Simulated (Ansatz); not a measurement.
# doublet [SiNH3]+ at 6 levels

We compute a comparison of 6 runs (UHF/STO-3G, U-revPBE/STO-3G, UB3LYP/STO-3G, UCAM-B3LYP/STO-3G, UPBE0/STO-3G, UCCSD(T)/STO-3G) of doublet [SiNH3]+. 

Program for the calculation: Ansatz 0.2.0.

51 further runs of the same task are left out: 5 that didn't finish, 46 set aside as unsound or not needed.

## Step 1: The molecule

The species is [SiNH3]+ (5 atoms), meant as a doublet with charge +1. SMILES of the parent species: `[N][SiH3]`. The coordinates come from a GFN2-xTB relaxation. That shape belongs to the parent species and isn't relaxed for this state.

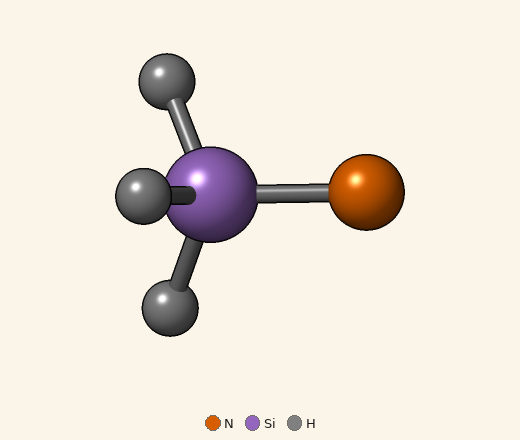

Viewed from a chosen angle; nitrogen orange, silicon purple, hydrogen grey.

## Step 2: The energy at UHF/STO-3G (run 1)

File input.yaml:

```yaml
crystal:
  periodic: [false, false, false]
  atoms:
    - {symbol: "N", position_ang: [-1.536630, 0.334330, 0.479510]}
    - {symbol: Si, position_ang: [0.010240, -0.002340, -0.003820]}
    - {symbol: H, position_ang: [0.064950, -0.313200, -1.445390]}
    - {symbol: H, position_ang: [0.555100, -1.162980, 0.727210]}
    - {symbol: H, position_ang: [0.906340, 1.144190, 0.242490]}
basis:
  gaussian:
    orbitals: STO-3G
hamiltonian:
  xc: hf
accuracy: high
magnetization:
  spin_polarized: true
  initial_magnetization: 1
total_charge: 1
```

Started as:

```bash
ansatz run input.yaml --threads 1 --pin off --max-ram 2610MiB --events-out events.jsonl --progress --plain --runs-dir runs
```

The program printed:

```text
Warning: RAYON_NUM_THREADS=1 ignored (pool sized by the plan → 1); use --threads N
Functional definition: HF
  name "HF"
  exchange = exact_x
  correlation = 0
291 factors; integrals over basis functions are off by at most 1.1e-8 eV
mean field evaluation 1: about -9266.0073 eV, gradient 1.9e1 eV
mean field evaluation 2: about -9266.0098 eV, gradient 1.9e1 eV
mean field evaluation 4: about -9269.9812 eV, gradient 3.5e0 eV
mean field evaluation 8: about -9270.1889 eV, gradient 7.5e-2 eV
mean field evaluation 16: about -9270.8248 eV, gradient 8.9e-2 eV
mean field evaluation 32: about -9270.7769 eV, gradient 2.0e-1 eV
mean field evaluation 64: about -9270.7866 eV, gradient 8.4e-2 eV
mean field evaluation 96: about -9270.1500 eV, gradient 8.0e-1 eV
mean field evaluation 128: about -9260.2320 eV, gradient 1.2e1 eV
mean field evaluation 160: about -9268.7911 eV, gradient 8.0e0 eV
mean field evaluation 192: about -9270.8284 eV, gradient 3.0e-2 eV
mean field evaluation 224: about -9269.9806 eV, gradient 3.5e0 eV
mean field evaluation 256: about -9270.3842 eV, gradient 1.2e0 eV
mean field -9270.82859899 eV, -340.6966670195 hartree, gradient 2.1e-8 eV, S^2 1.524276; 4 other end points of the search recorded, 0 dependent functions left out
reference -9270.82859899 eV, -340.6966670195 hartree; 12, 11 occupied and 5, 6 virtual orbitals, 291 factors
Total energy: -9270.82859899 eV, -340.6966670195 hartree
```

Run time: 0.28 s. Hardware: 1 thread of Arm Neoverse V1, shared host.

## Step 3: The energy at U-revPBE/STO-3G (run 2)

File job.yaml:

```yaml
basis:
  gaussian:
    orbitals: STO-3G
crystal:
  periodic: [false, false, false]
  atoms:
    - {symbol: N, position_ang: [-1.536630, 0.334330, 0.479510]}
    - {symbol: Si, position_ang: [0.010240, -0.002340, -0.003820]}
    - {symbol: H, position_ang: [0.064950, -0.313200, -1.445390]}
    - {symbol: H, position_ang: [0.555100, -1.162980, 0.727210]}
    - {symbol: H, position_ang: [0.906340, 1.144190, 0.242490]}
total_charge: 1
magnetization:
  spin_polarized: true
  initial_magnetization: 1
hamiltonian:
  xc: {name: revPBE}
accuracy: high
```

Started as:

```bash
ansatz run job.yaml --threads 1 --pin off --max-ram 2610MiB --events-out events.jsonl --progress --plain --runs-dir runs
```

The program printed, cut to the lines that bear on the results:

```text
Warning: RAYON_NUM_THREADS=1 ignored (pool sized by the plan → 1); use --threads N
Functional definition: revPBE
  name "revPBE"
[...]
291 factors; integrals over basis functions are off by at most 1.1e-8 eV
[...]
mean field -9290.87613721 eV, -341.4334004604 hartree, gradient 2.1e-8 eV, S^2 1.191559; 16 other end points of the search recorded, 0 dependent functions left out
reference -9290.87613935 eV, -341.4334005391 hartree; 12, 11 occupied and 5, 6 virtual orbitals, 291 factors
Total energy: -9290.87613935 eV, -341.4334005391 hartree
```

Wall time 8.1 s (1 thread of Arm Neoverse V1, shared host); peak memory 0.12 GiB.

Runs 3 to 5 aren't shown in full; the table further down has their settings and results.

## Step 4: A single-point energy at UCCSD(T)/STO-3G (run 6)

Changes to job.yaml since step 3:

```diff
@@ -1,4 +1,3 @@
 basis:
-  gaussian:
-    orbitals: STO-3G
+  gaussian: {orbitals: STO-3G}
 crystal:
@@ -12,7 +11,5 @@
 total_charge: 1
-magnetization:
-  spin_polarized: true
-  initial_magnetization: 1
-hamiltonian:
-  xc: {name: revPBE}
+magnetization: {spin_polarized: true, initial_magnetization: 1}
+correlation: {method: ccsd_t, frozen_orbitals: {H: 0, "N": 1, Si: 5}}
 accuracy: high
+scf: {omitted_lower_state_checks: [cluster_reference, increment]}
```

Started as:

```bash
ansatz run job.yaml --threads 1 --pin off --max-ram 2610MiB --events-out events.jsonl --progress --plain --runs-dir runs
```

The program printed:

```text
Warning: RAYON_NUM_THREADS=1 ignored (pool sized by the plan → 1); use --threads N
[... 17 lines left out ...]
6 core orbitals not correlated: weight in the atoms' cores, before any rotation towards them, 1.000 or more for the frozen orbitals, at most 0.000 for the correlated occupied ones
[... 106 lines left out ...]
Total energy: -9273.23365221 eV, -340.7850510951 hartree
Checks for a lower state left out: cluster_reference, increment
```

It took 0.66 s on 1 thread of Arm Neoverse V1, shared host.

## Step 5: Overview of the runs

| run | level | frozen core orbitals | energy (Eh) | ⟨S²⟩ | wall time |
| --- | --- | --- | --- | --- | --- |
| 1 | UHF/STO-3G | – | -340.696667 | 1.524 | 0.28 s |
| 2 | U-revPBE/STO-3G | – | -341.433401 | 1.192 | 8.1 s |
| 3 | UB3LYP/STO-3G | – | -341.501894 | 1.242 | 6.3 s |
| 4 | UCAM-B3LYP/STO-3G | – | -341.440615 | 1.290 | 7.8 s |
| 5 | UPBE0/STO-3G | – | -341.319084 | 1.304 | 6 s |
| 6 | UCCSD(T)/STO-3G | 6 | -340.785051 | 1.524 | 0.66 s |

## Step 6: Outcome

| quantity | value |
| --- | --- |
| run 6: total energy | -340.78505 Eh |
| run 6: correlation energy (6 core orbitals frozen) | -88.4 mEh |
| run 6: (T) correction | -5.13 mEh |
| run 6: ⟨S²⟩ of the reference determinant | 1.524 |
| run 6: T1 diagnostic | 0.157 |

Totals of different functionals can't be ranked against each other. In runs 1, 2, 3, 4, 5, 6 the basis is minimal, so the values are rough. Spin contamination of the reference: run 1 ⟨S²⟩ = 1.52, run 6 ⟨S²⟩ = 1.52, run 5 ⟨S²⟩ = 1.30, run 4 ⟨S²⟩ = 1.29, run 3 ⟨S²⟩ = 1.24, run 2 ⟨S²⟩ = 1.19. Where it is this large, the reference is a mixture of spin states, and values that rest on it are in doubt. All runs together took 29 s, the longest 8.1 s.
